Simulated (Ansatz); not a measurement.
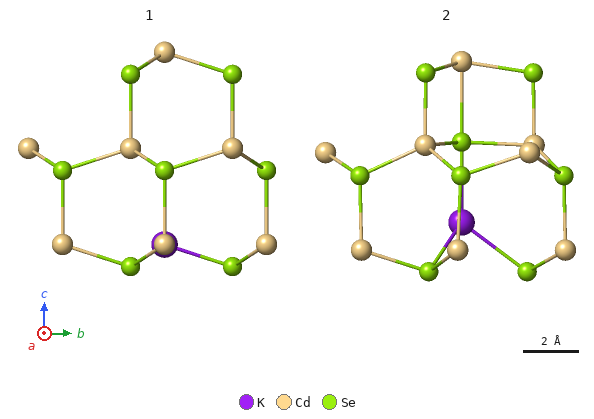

Two geometries of a defect cell of composition KCd15Se16, drawn at one scale. One is the start of a relaxation, the other its converged end. A ball-and-stick model of the atoms within 5.8 Å of the atom that moves most (axes of the cell of the calculation (origin shifted)), seen along the a axis.

Level of theory: DFT, PBE, plane-wave PAW, default files, scalar-relativistic (Ansatz). Settings: plane-wave cutoff 420 eV; k-point mesh 3 × 3 × 2; occupations fermi dirac; smearing width 0.01 eV; collinear spin; atoms relaxed in a fixed cell; force threshold 0.03 eV/Å; at most 40 steps.

Which geometry has the lower energy?

Structure 2 is the relaxed one. The largest move is that of a Se atom, 1.04 Å along +c. By element the largest moves are Se 1.04 Å, K 0.81 Å, Cd 0.34 Å. The cell stays as it was. Some distances before and after: Cd–Se 4.317 → 2.938 Å, K–Se 2.611 → 2.995 Å, K–Se 2.703 → 2.936 Å, Cd–Se 2.703 → 2.644 Å. New bonds form, among them: Cd–Se (4.32 → 2.94 Å). Among the angles between lasting bonds that change: Se–K–Se 110.9° → 87.7°, Se–Cd–Se 108.0° → 86.8°, K–Se–Cd 108.0° → 87.5°. After 10 geometry steps the energy has fallen by 1.423 eV per cell of the calculation. Largest force component: 2 eV/Å at the start, 0.013 eV/Å at the end.
